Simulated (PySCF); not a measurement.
SMILES s1c(-c2ccccc2)ncc1 at its GFN2-xTB optimised geometry (Å):

```
18

C     -1.4100    -2.9593     0.0000
C     -2.1016    -1.7576     0.0000
C     -1.4152    -0.5600     0.0000
C     -0.0182    -0.5527     0.0000
C      0.6813     0.7110     0.0000
N      0.1116     1.8691     0.0000
C      0.9977     2.8828     0.0000
C      2.3064     2.5127     0.0000
S      2.4442     0.8018     0.0002
C      0.6702    -1.7655     0.0000
C     -0.0242    -2.9593     0.0000
H     -1.9500    -3.8946     0.0000
H     -3.1816    -1.7571     0.0000
H     -1.9364     0.3841     0.0000
H      0.6340     3.8946     0.0001
H      3.1816     3.1297     0.0000
H      1.7511    -1.7650     0.0000
H      0.5164    -3.8942     0.0000
```

Calculation: PBE0/def2-SVP (PySCF).

Map of the electrostatic potential (hartree/e), clipped to [-0.08, 0.12] on the plane z = 0.8 Å:

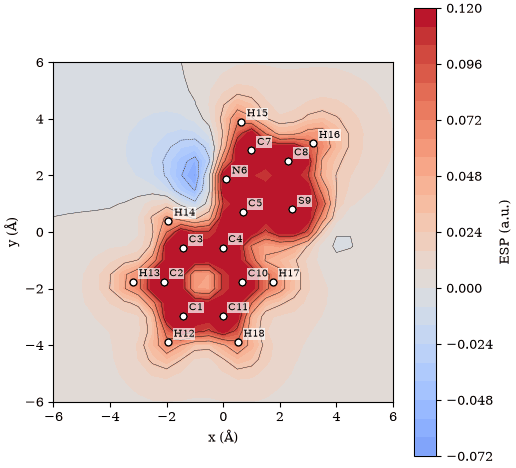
*Electrostatic potential (hartree/e), clipped to [-0.08, 0.12] on the plane z = 0.8 Å.*
